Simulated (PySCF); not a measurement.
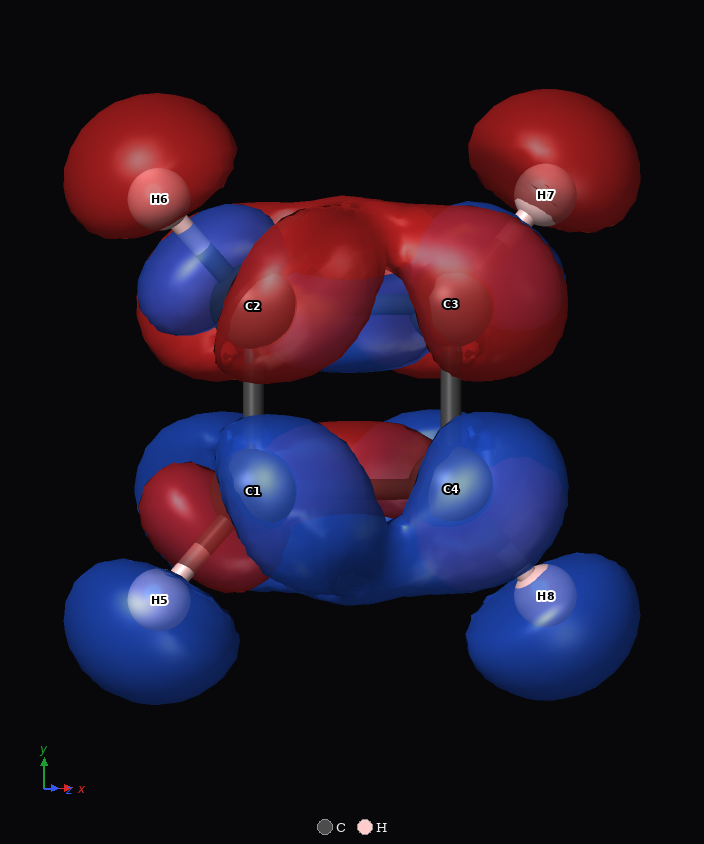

*C4H4, SMILES `C1=CC=C1`. Change of the electron density in a uniform field of 0.41 V/Å, surfaces at ±0.004 e/Å³ (red: gain, blue: loss).*

Computed with PySCF, ωB97X/6-31+G*, geometry: GFN2-xTB. This is a single-reference result, which may miss multireference character in this system. No frequency check shows the geometry to be a minimum. The basis has diffuse s and p functions alone, which still leaves polarisabilities too small, most of all across bonds.

Question: Along which Cartesian direction does the field point?

Answer: Along −y: electrons gather on the +y side, against the field.

Question: How large is the response?

Answer: The induced dipole is 1.03 D (along the field); α along this axis, from the fields in both directions, is 51 bohr³ (7.5 Å³).

Question: Which atoms gain and lose the most charge?

Answer: Electrons gather most on C2 and C3 alike (Hirshfeld charge changes by −0.020 e) and leave C1 and C4 alike most (+0.020 e); 0.104 electrons are displaced in all.
